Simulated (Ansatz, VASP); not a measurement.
# CdS (Greenockite): VASP beside Ansatz

Aim: how closely do two programs agree when they are given the same cell, functional and k mesh?

Method: plane waves, with VASP 6.6.1 beside it; band structure at PBE0, in Ansatz 0.2.0.

The database entry behind the starting cell differs from later determinations by our own check (about 0.35 % long), so it need not match the best structure at ambient conditions.

## (1) Starting point

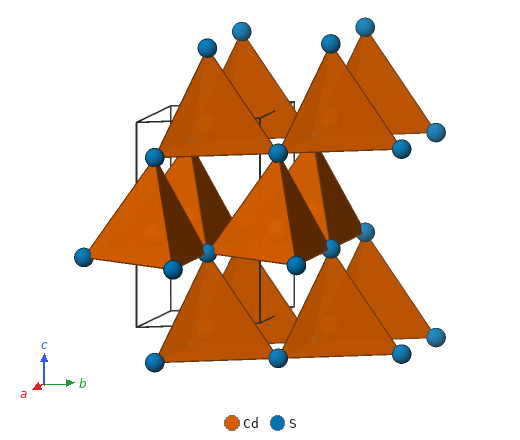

The cell as given, slightly off an axis (cadmium orange, sulfur blue). 2×2×1 cells are drawn. Some periodic images of atoms are drawn too.

## (2) Ansatz: band structure, PBE0

Ansatz runs on its default PAW (the set named soft_2) files.

The same path points are solved in both programs, so levels can be compared one by one.

Input file input.yaml:

```yaml
crystal:
  lattice:
    - [4.15, 0.0, 0.0]
    - [-2.075, 3.5940054257, 0.0]
    - [0.0, 0.0, 6.737]
  atoms:
    - { symbol: Cd, position: [0.6666666667, 0.3333333333, 0.5] }
    - { symbol: Cd, position: [0.3333333333, 0.6666666667, 0.0] }
    - { symbol: S, position: [0.6666666667, 0.3333333333, 0.875] }
    - { symbol: S, position: [0.3333333333, 0.6666666667, 0.375] }
hamiltonian:
  xc: pbe0
  pseudopotentials: { kind: paw }
kpoints:
  mp_grid: { grid: [4, 4, 2] }
  band_path:
    path:
      - [0.0, 0.0, 0.0]
      - [0.44444, 0.0, 0.0]
      - [0.38889, 0.22222, 0.0]
      - [0.18519, 0.18519, 0.0]
      - [0.0, 0.0, 0.11111]
      - [0.0, 0.0, 0.5]
      - [0.44444, 0.0, 0.5]
      - [0.38889, 0.22222, 0.5]
      - [0.18519, 0.18519, 0.5]
      - [0.5, 0.0, 0.38889]
      - [0.33333, 0.33333, 0.0]
      - [0.33333, 0.33333, 0.5]
    npoints: 1
scf:
  occupations: { method: gaussian, width: 0.03 }
  n_extra_bands: 8
output:
  forces: true
  stress: true
  eigenvalues: true
```

Launch:

```console
> ansatz run input.yaml --threads 4 --pin off --max-ram 9216MiB --backend cpu --events-out ev --progress --plain --runs-dir out
```

Numbers of over 12 decimals in the logs are rounded to 6 here.

The log of the run:

```text
Warning: output.stress: scf.convergence.dr2_threshold = 1e-7 eV (the SCF's general default) is looser than the 4e-10 eV advised for a printed stress (1e-10 eV for each atom of the cell: 4). What an SCF threshold leaves in a stress goes as its square root, and in the free energy as the threshold itself, and one threshold admits the most on a small cell: [figures from the program's tests cut] Set scf.convergence.dr2_threshold to 4e-10 eV or tighter. The threshold is an SCF's pass mark: one that does not reach it within its budget of iterations ends unconverged, or closes short of it on a stop that the run arms, and scf.convergence.dr2_threshold's page says what that costs each kind of run
Warning: output.stress: scf.exx.energy_threshold = 1e-6 eV is looser than the 4e-8 eV advised for a stress under a hybrid functional (1e-8 eV for each atom of the cell: 4). Every SCF of the exchange loop can meet its threshold on dr2 while the loop round them stops early: no threshold on dr2 bounds what that leaves in the stress. Set scf.exx.energy_threshold to 4e-8 eV or tighter. The threshold is the loop's pass mark: a loop that does not reach it within its budget of cycles ends unconverged, and scf.exx.energy_threshold's page has the law
scf.n_extra_bands = 8 over 26 filled bands (N_el = 52.0): the run solves 34 bands
Engine: ansatz 0.2.0, aarch64-unknown-linux-gnu
Pseudopotentials: kind: paw
Pseudopotential: Cd, paw, valence charge 20, recommended cutoff 420 eV (normal), Cd.paw.azcp
Pseudopotential: S, paw, valence charge 6, recommended cutoff 420 eV (normal), S.paw.azcp
Functional definition: PBE0
  parameter a = 0.25
  parameter kappa = 0.804
  parameter beta = 0.066725
  exchange = (1 - a)*pbe_x(kappa = kappa, mu = beta*pi^2/3) + a*exact_x
  correlation = pbe_c(beta = beta)
Crystal: 4 atoms, lattice volume = 100.483 Å³
Basis set: ecut = 420 eV, 1973 PW (Γ), exchange–correlation on 60×60×96 points (8 copies of the dense FFT grid, shifted against one another)
Bands: 34, of which v1, the nominal top of the filled ones, is band 26 counted from 1 (25 counted from 0)
Symmetry: 12 space group operations
Space group: P63mc (ITA 186), of the structure as read, at distance tolerance 4.6e-5 Å
k-points: 8 of 32
Non-local potential: Cd, projectors of the file, l = 0: 3, l = 1: 2, l = 2: 2, l = 3: 1
Non-local potential: S, projectors of the file, l = 0: 2, l = 1: 2, l = 2: 2
PAW form: soft (Blöchl's): semilocal exchange-correlation on the pseudo side does not see the compensation charge
PAW frozen core: Cd, regenerated for the run's functional, and the local potential with it (the file was generated under x = pbe(κ = 0.804, μ = 0.219515), c = pbe(β = 0.066725))
PAW frozen core: S, regenerated for the run's functional, and the local potential with it (the file was generated under x = pbe(κ = 0.804, μ = 0.219515), c = pbe(β = 0.066725))
PAW one-centre angular grid: Cd, 590 points (default); XC on 64 Gauss nodes
PAW one-centre angular grid: S, 110 points (default); XC on 64 Gauss nodes
Initial density: superposition of atomic densities (neutral atoms: chi_scale 0, normalization atom), corrected by the library's trained network
Initial wavefunctions: pseudopotential atomic-orbital guess
Functional: x = pbe(κ = 0.804, μ = 0.219515), c = pbe(β = 0.066725), warm-up for x = 0.75 pbe(κ = 0.804, μ = 0.219515) + 0.25 exact, c = pbe(β = 0.066725)
SCF iter   1: F=—  HF=-18315.599310 eV  |F-HF|=—  |Δ(HF+E_count)|=         —  Δρ=7.98e-4  dr2=4.17e-4  ethr=1.77e-3  ⟨swp⟩=10.8  Hψ=1318  notcnv=0
preconditioner: auto → none  [insulator: Δε(μ)=1.183 eV  Ē_g=12.305 eV  σ=0.030 eV  W_gap=1.00  n_scr=22 (ndim 8)  ℏωp=22.2 eV  f_vac=0.131  D(μ)=0.00/eV (n_scr^D=0)]
iter 2 solved again at ethr=4.84e-8 eV; its pass at ethr=8.02e-7 eV (dr2=2.52e-5 eV) is discarded
SCF iter   2: F=-18315.599667 eV  HF=-18315.599580 eV  |F-HF|=8.80e-5  |Δ(HF+E_count)|=   2.70e-4  Δρ=2.14e-4  dr2=2.52e-5  ethr=4.84e-8  ⟨swp⟩=2.1  Hψ=1308  notcnv=0  defer=1
SCF 1 stopped early in 2 iterations: F = -18315.599667 eV  dr2 = 2.52e-5
  greatest PAW one-centre occupation: 1.000 electrons in one spin orbital (limit 2), on the Cd atom at site 1 (counted from 0), in its partial waves of l = 0
Initial density: handed on by an earlier stage of this run
Initial wavefunctions: those handed on with the density
Functional: x = 0.75 pbe(κ = 0.804, μ = 0.219515) + 0.25 exact, c = pbe(β = 0.066725)
Frozen-core exchange: fock
SCF iter   1: F=—  HF=-18323.439867 eV  |F-HF|=—  |Δ(HF+E_count)|=         —  Δρ=6.11e-3  dr2=2.80e-2  ethr=4.85e-7  ⟨swp⟩=7.5  Hψ=1364  notcnv=0
preconditioner: auto → none  [insulator: Δε(μ)=2.837 eV  Ē_g=15.106 eV  σ=0.030 eV  W_gap=1.00  n_scr=22 (ndim 8)  ℏωp=22.2 eV  f_vac=0.130  D(μ)=0.00/eV (n_scr^D=0)]
SCF iter   2: F=—  HF=-18323.432705 eV  |F-HF|=—  |Δ(HF+E_count)|=   7.16e-3  Δρ=2.36e-3  dr2=5.28e-3  ethr=4.85e-7  ⟨swp⟩=4.2  Hψ=892  notcnv=0
SCF iter   3: F=—  HF=-18323.451625 eV  |F-HF|=—  |Δ(HF+E_count)|=   1.89e-2  Δρ=1.69e-3  dr2=2.15e-3  ethr=4.85e-7  ⟨swp⟩=4.4  Hψ=910  notcnv=0
SCF iter   4: F=—  HF=-18323.451144 eV  |F-HF|=—  |Δ(HF+E_count)|=   4.81e-4  Δρ=3.79e-4  dr2=1.69e-4  ethr=4.85e-7  ⟨swp⟩=3.2  Hψ=677  notcnv=0
SCF iter   5: F=—  HF=-18323.451608 eV  |F-HF|=—  |Δ(HF+E_count)|=   4.64e-4  Δρ=2.46e-4  dr2=5.25e-5  ethr=1.79e-7  ⟨swp⟩=3.1  Hψ=630  notcnv=0
SCF iter   6: F=-18323.451595 eV  HF=-18323.451596 eV  |F-HF|=1.63e-6  |Δ(HF+E_count)|=   1.20e-5  Δρ=3.27e-5  dr2=3.83e-6  ethr=8.96e-8  ⟨swp⟩=3.0  Hψ=582  notcnv=0
SCF 2 stopped early in 6 iterations: F = -18323.451595 eV  dr2 = 3.83e-6
  Residual-converged pass: ⟨swp⟩=3.9  Hψ=709  notcnv=0  max |occ|·‖R‖ = 5.9e-6 eV (tolerance 6.7e-6 eV)  dr2=3.83e-6  dr2_onsite=4.35e-8  max |Δocc| = 0.0e0
  greatest PAW one-centre occupation: 1.001 electrons in one spin orbital (limit 2), on the Cd atom at site 0 (counted from 0), in its partial waves of l = 1
hybrid outer 1: dexx = +2.252e-2 eV, tail = 5.91e-5 eV
Frozen-core exchange: fock
SCF iter   1: F=—  HF=-18323.451795 eV  |F-HF|=—  |Δ(HF+E_count)|=         —  Δρ=6.10e-5  dr2=1.73e-6  ethr=5.68e-7  ⟨swp⟩=4.5  Hψ=650  notcnv=0
preconditioner: auto → none  [insulator: Δε(μ)=2.903 eV  Ē_g=15.054 eV  σ=0.030 eV  W_gap=1.00  n_scr=22 (ndim 8)  ℏωp=22.2 eV  f_vac=0.134  D(μ)=0.00/eV (n_scr^D=0)]
SCF iter   2: F=—  HF=-18323.451795 eV  |F-HF|=—  |Δ(HF+E_count)|=   2.90e-7  Δρ=1.74e-5  dr2=2.62e-7  ethr=3.03e-9  ⟨swp⟩=3.1  Hψ=657  notcnv=0
SCF iter   3: F=—  HF=-18323.451795 eV  |F-HF|=—  |Δ(HF+E_count)|=   4.16e-7  Δρ=6.15e-6  dr2=2.88e-8  ethr=2.97e-10  ⟨swp⟩=3.2  Hψ=717  notcnv=0
SCF iter   4: F=—  HF=-18323.451795 eV  |F-HF|=—  |Δ(HF+E_count)|=   1.09e-8  Δρ=1.32e-6  dr2=2.80e-9  ethr=4.98e-11  ⟨swp⟩=3.0  Hψ=657  notcnv=0
SCF iter   5: F=-18323.451795 eV  HF=-18323.451795 eV  |F-HF|=1.03e-9  |Δ(HF+E_count)|=   1.03e-8  Δρ=8.56e-7  dr2=1.48e-9  ethr=1.97e-12 (applied; sched 1.68e-12)  ⟨swp⟩=3.9  Hψ=689  notcnv=0
SCF 3 converged in 5 iterations: F = -18323.451795 eV  dr2 = 1.48e-9
  Residual-converged pass: ⟨swp⟩=2.6  Hψ=487  notcnv=0  max |occ|·‖R‖ = 6.0e-7 eV (tolerance 6.3e-7 eV)  dr2=1.48e-9  dr2_onsite=3.04e-11  max |Δocc| = 0.0e0
  greatest PAW one-centre occupation: 1.001 electrons in one spin orbital (limit 2), on the Cd atom at site 1 (counted from 0), in its partial waves of l = 1
hybrid outer 2: dexx = +9.343e-7 eV, tail = 5.92e-8 eV, Δε = 3.26e-3 eV (about 1.22e-4 eV left of the loop's levels), ΔF = 6.19e-4 eV/Å (tail 3.24e-4)
NSCF: frozen V_eff on 12 k-points
hybrid SCF converged: 2 outer / 11 inner (+2 warm-up), last move |dexx| = 9.34e-7 eV, tail = 5.92e-8 eV
Stability not checked: this state was not tested for a lower state beside it, because the functional holds exact exchange (a hybrid, or Hartree-Fock), whose exchange loop this test does not read (fock_operator; see scf.lower_state_search)
Free energy (F): -18323.451796 eV
Frozen-core exchange: fock
Harris-Foulkes:  -18323.451796 eV  (|F-HF|=1.03e-9)
Internal energy: -18323.451796 eV  (E = F + TS)
E sigma→0 (E₀):  -18323.451796 eV
Fermi energy:    7.171312 eV
--- Per-component energies (eV) ---
  E_band       = -1169.642459
  E_kinetic    = 1225.363706
  E_local      = -8079.214259  (includes V_loc(G=0)·N_el)
  E_nonlocal   = 125.582258
  E_hartree    = 3713.717224
  E_xc         = -421.579244
  E_vxc        = -476.296394  (∫ρ·V_xc dr)
  E_exx        = -220.943861  (= α·E_x^exact, valence–valence)
  E_paw        = -9282.589198  (= ΣΔE_a)
  E_vpaw       = -950.628147  (= ΣTr[D̂ρ^β])
  E_aug_tail   = 0.000032  (compensation charges beyond the density's cutoff)
  E_ewald      = -5382.392226
  E_core_change = -1.396227  (= ΣΔE_core)
  E_smearing   = -0.000000  (= −TS)
  E_closure    = -0.000000  (closes the sum)
  Σ components = -18323.451796   (vs F -18323.451796, Δ=0.00e0)
--- Forces (eV/Å), atoms counted from 1 ---
  atom   1  Cd    -0.00000000    -0.00000000    -0.06183535
  atom   2  Cd    -0.00000000     0.00000000    -0.06183535
  atom   3  S      0.00000000    -0.00000000     0.06186444
  atom   4  S     -0.00000000     0.00000000     0.06186444
  max |Σ_I F_I| component: 5.82e-5 eV/Å
--- Stress (GPa, compression-positive) ---
        0.691423       0.000000      -0.000000
        0.000000       0.691423       0.000000
       -0.000000       0.000000       1.071358
  P = ⅓ Tr σ = 0.8181 GPa (8.181 kbar)
--- Band table (eV; the first three rows and the last of 8) ---
  k-point 0: bands = [... 22 lower, 4.8938, 5.6785, 5.7197, 5.7197, 8.6226, 10.3092, 14.0741, 14.0741, ... 4 higher]
  k-point 1: bands = [... 22 lower, 5.2915, 5.2915, 5.2915, 5.2915, 10.3481, 10.3481, 13.7584, 13.7584, ... 4 higher]
  k-point 2: bands = [... 22 lower, 3.7069, 4.2592, 5.1938, 5.3240, 10.4551, 11.5706, 13.0493, 13.9736, ... 4 higher]
  k-point 7: bands = [... 22 lower, 3.5661, 3.5661, 4.4627, 4.4627, 11.8224, 11.8224, 13.4411, 13.4411, ... 4 higher]
```

It took 27 s on 4 threads of Arm Neoverse V2, shared host; peak memory 0.93 GiB; 96 s of CPU time.

## (3) VASP: band structure, PBE0

The same cell, functional, mesh and smearing now go to VASP, with its own data sets and cutoff.

Lines of VASP's logs that name or quote its potential files are left out, and so is its time.

Input file INCAR:

```
SYSTEM = CdS
PREC = Accurate
ENCUT = 350
EDIFF = 1E-06
NELM = 100
ISMEAR = 0
SIGMA = 0.03
LREAL = .FALSE.
ALGO = Normal
LHFCALC = .TRUE.
AEXX = 0.25
GGA = PE
LASPH = .TRUE.
NBANDS = 24
PRECFOCK = Fast
HFRCUT = -1
LORBIT = 11
LWAVE = .FALSE.
LCHARG = .FALSE.
KPAR = 4
```

Input file POSCAR:

```
CdS
1.0
    4.1500000000      0.0000000000      0.0000000000
   -2.0750000000      3.5940054257      0.0000000000
    0.0000000000      0.0000000000      6.7370000000
Cd S
2 2
Direct
    0.6666666667      0.3333333333      0.5000000000
    0.3333333333      0.6666666667      0.0000000000
    0.6666666667      0.3333333333      0.8750000000
    0.3333333333      0.6666666667      0.3750000000
```

Input file KPOINTS:

```
Automatic mesh
0
Gamma
4 4 2
0 0 0
```

Input file KPOINTS_OPT:

```
Line mode
10
Line-mode
Reciprocal
  0.00000000   0.00000000   0.00000000 GAMMA
  0.50000000   0.00000000   0.00000000 M

  0.50000000   0.00000000   0.00000000 M
  0.33333333   0.33333333   0.00000000 K

  0.33333333   0.33333333   0.00000000 K
  0.00000000   0.00000000   0.00000000 GAMMA

  0.00000000   0.00000000   0.00000000 GAMMA
  0.00000000   0.00000000   0.50000000 A

  0.00000000   0.00000000   0.50000000 A
  0.50000000   0.00000000   0.50000000 L

  0.50000000   0.00000000   0.50000000 L
  0.33333333   0.33333333   0.50000000 H

  0.33333333   0.33333333   0.50000000 H
  0.00000000   0.00000000   0.50000000 A

  0.50000000   0.00000000   0.50000000 L
  0.50000000   0.00000000   0.00000000 M

  0.33333333   0.33333333   0.00000000 K
  0.33333333   0.33333333   0.50000000 H
```

PAW data sets: Cd and S (PBE family, release 64).

Launch:

```console
> mpirun -np 4 vasp_std
```

The log of the run:

```text
[banner, memory and clock lines left out]
running    4 mpi-ranks, on    1 nodes
 distrk:  each k-point on    1 cores,    4 groups
 distr:  one band on    1 cores,    1 groups

 POSCAR found type information on POSCAR CdS
 POSCAR found :  2 types and       4 ions
 LDA part: xc-table for (Slater+PW92), standard interpolation
 found WAVECAR, reading the header
 POSCAR, INCAR and KPOINTS ok, starting setup
 FFT: planning ... GRIDC
 FFT: planning ... GRID_SOFT
 FFT: planning ... GRID
 HFRCUT set to (new)   9.156263
 reading WAVECAR
 the WAVECAR file was read successfully
 initial charge from wavefunction
 entering main loop
       N       E                     dE             d eps       ncg     rms          rms(c)
DAV:   1    -0.163440211550E+02   -0.16344E+02   -0.23965E+00   392   0.142E+01    0.466E+00
DAV:   2    -0.163424642101E+02    0.15569E-02   -0.18606E-01   424   0.483E+00    0.257E+00
DAV:   3    -0.163258166883E+02    0.16648E-01   -0.36225E-02   464   0.186E+00    0.160E+00
DAV:   4    -0.163234765373E+02    0.23402E-02   -0.76256E-03   440   0.640E-01    0.101E+00
DAV:   5    -0.163233203333E+02    0.15620E-03   -0.12804E-03   424   0.212E-01    0.625E-01
DAV:   6    -0.163232356963E+02    0.84637E-04   -0.10013E-04   432   0.666E-02    0.364E-01
DAV:   7    -0.163231873378E+02    0.48358E-04   -0.25147E-05   416   0.312E-02    0.200E-01
DAV:   8    -0.163231740093E+02    0.13328E-04   -0.13495E-05   440   0.203E-02    0.107E-01
DAV:   9    -0.163231712623E+02    0.27470E-05   -0.39363E-06   448   0.118E-02    0.589E-02
DAV:  10    -0.163231709276E+02    0.33469E-06   -0.13938E-06   352   0.755E-03
   1 F= -.16323171E+02 E0= -.16323171E+02  d E =-.701791E-14
 Start KPOINTS_OPT (optional k-point list driver)
k-point batch [1-8\90]
       N       E                     dE             ncg
DAV:   1     0.363721884871E+03   -0.23244E+04      384
DAV:   2    -0.173796217562E+04   -0.21017E+04      432
DAV:   3    -0.188411718018E+04   -0.14616E+03      440
DAV:   4    -0.188716780989E+04   -0.30506E+01      472
DAV:   5    -0.188720262305E+04   -0.34813E-01      472
DAV:   6    -0.188720323889E+04   -0.61585E-03      448
DAV:   7    -0.188720325445E+04   -0.15557E-04      448
DAV:   8    -0.188720325495E+04   -0.49478E-06      352
[...]
k-point batch [89-90\90]
       N       E                     dE             ncg
DAV:   1     0.570571554992E+04   -0.20318E+04      104
DAV:   2     0.522500830541E+04   -0.48071E+03      104
DAV:   3     0.519843055192E+04   -0.26578E+02      120
DAV:   4     0.519792235333E+04   -0.50820E+00      104
DAV:   5     0.519791762795E+04   -0.47254E-02      112
DAV:   6     0.519791755215E+04   -0.75798E-04      112
DAV:   7     0.519791755048E+04   -0.16726E-05      112
DAV:   8     0.519791755044E+04   -0.39894E-07       80
```

(Continued in part 2 of 2.)

[Lines on the potential files, build, host, timing and source positions are cut from VASP's logs without a mark.]

[Logs are printed without paths, hosts, clocks, repeated set-up lines and the standing remarks that a program may print on its own settings, such as how far it seeks lower states.]

[Hosts, paths, dates, database ids (printed as entryN), source tags and the programs' standing remarks are cut or masked in the printed files.]
